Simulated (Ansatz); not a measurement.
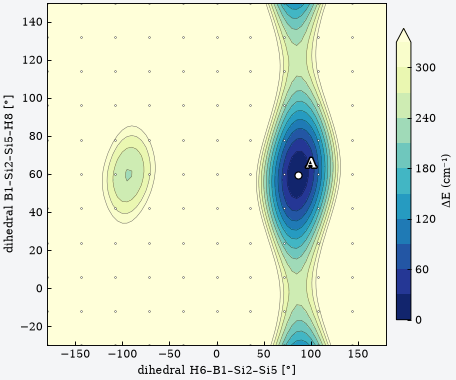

BF₂H₅Si₂, SMILES B[Si](F)(F)[SiH3]. First axis: dihedral H6–B1–Si2–Si5. Second axis: dihedral B1–Si2–Si5–H8. Nothing is relaxed (all other coordinates rigid). The grid has 10 × 11 points. Points are written as (first, second). Energies are in cm⁻¹, from the relaxed molecule at the same level. The calculation used RKS PBE0-D4/def2-SVP (Ansatz).

In the figure: filled contours, dots at the grid points, one colour for all values above the top of the scale, the well A. Between grid points the surface is interpolated.

**Where is the minimum, and how stiff is the well along each coordinate? Take the well at A.**

The interpolated minimum is at dihedral H6–B1–Si2–Si5 ≈ 86°, dihedral B1–Si2–Si5–H8 ≈ 60°. The curvatures there are about 0.16 eV/rad² and 0.13 eV/rad², with a cross term of about −0.024 eV/rad². Round the minimum the valley is somewhat tilted: raising dihedral H6–B1–Si2–Si5 shifts the best value of dihedral B1–Si2–Si5–H8 upwards (coupling k₁₂/√(k₁₁k₂₂) about −0.2). (1 eV is 8066 cm⁻¹.)
